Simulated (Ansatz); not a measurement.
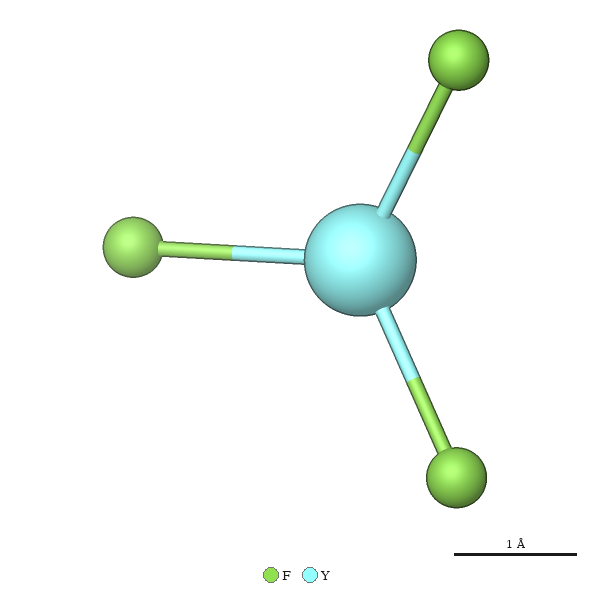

Rendered structure (ball-and-stick style).

Charge 0, singlet.

Question: Count the atoms of each element.

Answer: YF₃, 4 atoms: 1 yttrium and 3 fluorine.

Question: What is its SMILES?

Answer: [F][Y]([F])[F]

Question: How many bonds of each kind are drawn?

Answer: 3 F–Y.

More results for the same structure follow; atom numbers are the same in all pictures, views and colours differ. Computed geometry: PBE-D4/def2-SVP optimisation. No frequency run is at hand to confirm it as a minimum.

### Metal centre

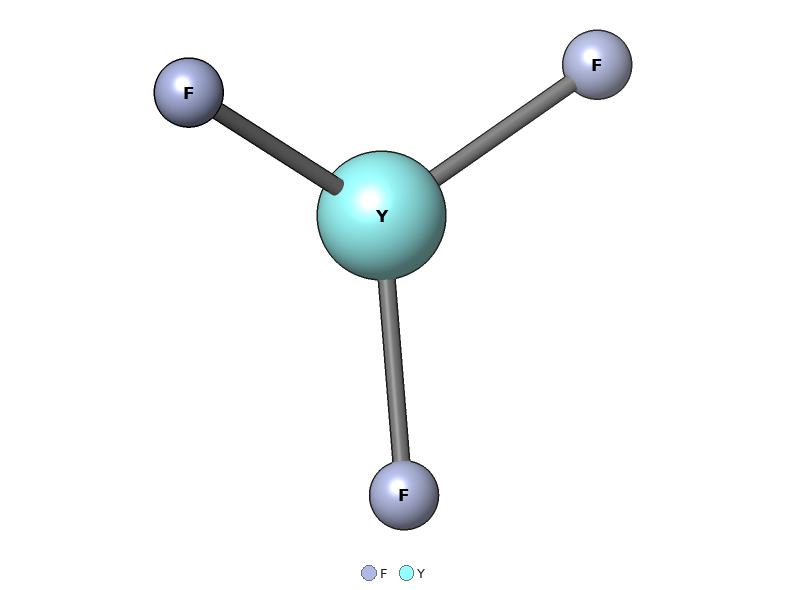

No frequency run is at hand to confirm it as a minimum.

Question: Describe the coordination sphere.

Answer: Y binds 3 atoms: 3 F at 2.00 Å.

Question: What are the formal oxidation state of the metal and its number of d electrons?

Answer: Y(III), d⁰, counting the ligands as closed-shell ions or neutral donors.

### Electronic properties

No frequency run is at hand to confirm it as a minimum. Properties computed with RKS PBE-D4/def2-SVP, core potentials on Y (Ansatz 0.2.0).

Question: Estimate the dipole moment.

Answer: 1.64 D.

### Charges

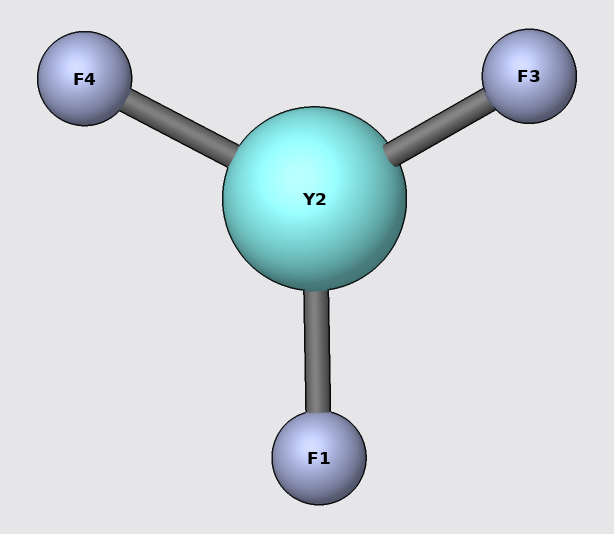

The questions are on Mulliken charges. No frequency run is at hand to confirm it as a minimum. Method: RKS PBE-D4/def2-SVP, core potentials on Y (Ansatz 0.2.0).

Give the Mulliken charges atom by atom.

```csv
atom,value (e)
F1,−0.34
Y2,1.03
F3,−0.34
F4,−0.34
```

Mulliken values depend strongly on the basis set and can even reverse the polarity of a bond.
